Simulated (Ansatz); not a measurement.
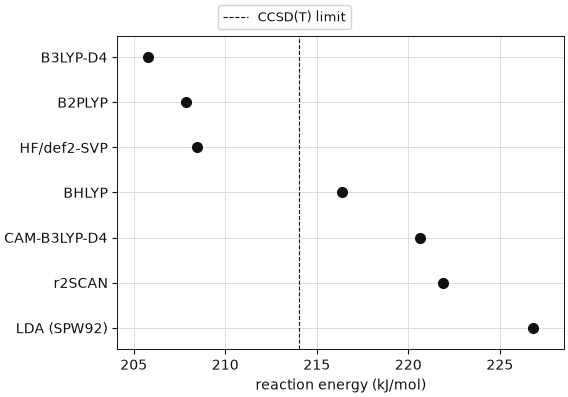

Electronic reaction energy of SiNH₅S (N[SiH2]S) → NH₃ (N) + SiH₂S ([SiH]S) [singlet] (SMILES in brackets) at several levels (functionals in def2-TZVPP unless a basis is named), isolated molecules at PBE0-D4 triple-zeta geometries, minima by their frequencies, no zero-point or thermal terms, the Ansatz code. The line is frozen-core CCSD(T) at the basis limit (MP2 extrapolated from triple and quadruple zeta, plus CCSD(T) less MP2 in a smaller set). B2PLYP holds a correlation term that converges slowly with the basis, so part of the distance to the limit is basis error. No dispersion term is added to B2PLYP, BHLYP and r2SCAN. The distance of HF/def2-SVP to the limit includes basis error. The limit lies 6.1 kJ/mol from CCSD(T)/def2-TZVPP, so the line itself is uncertain by a part of that.

> What do zero-point energy and temperature add?

Zero-point change −2.7 kJ/mol; at 298.15 K and 1 bar the CCSD(T) limit plus thermal terms gives an enthalpy of reaction of 214.7 and a free energy of 174.6 kJ/mol (harmonic PBE0-D4 modes, ideal gas).

> Which level comes closest to the line (CCSD(T) limit), and which misses most?

Closest BHLYP (216.4 kJ/mol), against 214.1 kJ/mol; farthest LDA (SPW92) (226.8 kJ/mol).
